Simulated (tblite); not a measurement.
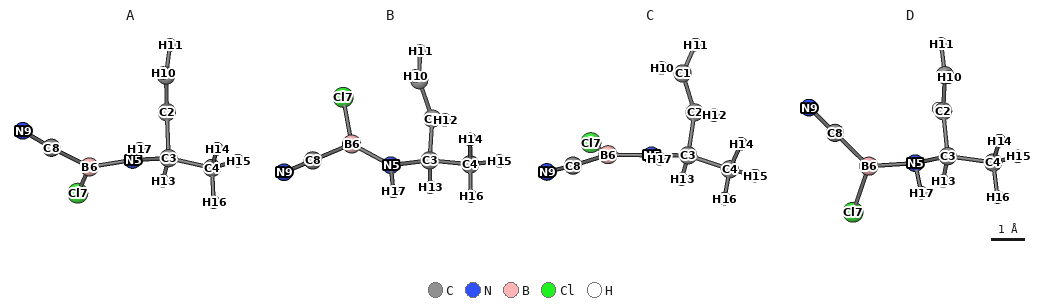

4 geometries from one relaxation of C5H8BClN2 (charge +1, multiplicity 2), in shuffled order. The picture is a ball-and-stick view, seen face on.

Theory: GFN2-xTB geometry optimisation, gas phase (tblite). 

**Order the frames from highest to lowest energy.**

D, A, C, B. They are steps 0, 50, 133, 205, at +143.6 kJ/mol, +28.3 kJ/mol, +16.5 kJ/mol relative to the last. The largest move after the best rigid fit is that of Cl7, 3.57 Å. By element the largest moves are Cl 3.57 Å, N 2.17 Å, C 1.00 Å, H 0.90 Å, B 0.70 Å. Some distances before and after: C1–Cl7 5.139 → 2.407 Å, N5–B6 1.540 → 1.375 Å, B6–Cl7 1.840 → 1.752 Å, C4–H16 1.129 → 1.087 Å. Bond angles that change, for instance: C3–N5–B6 112.1° → 130.8°, B6–N5–H17 106.3° → 118.1°, Cl7–B6–C8 120.1° → 116.4°. The energy falls by 143.6 kJ/mol in 205 geometry steps.
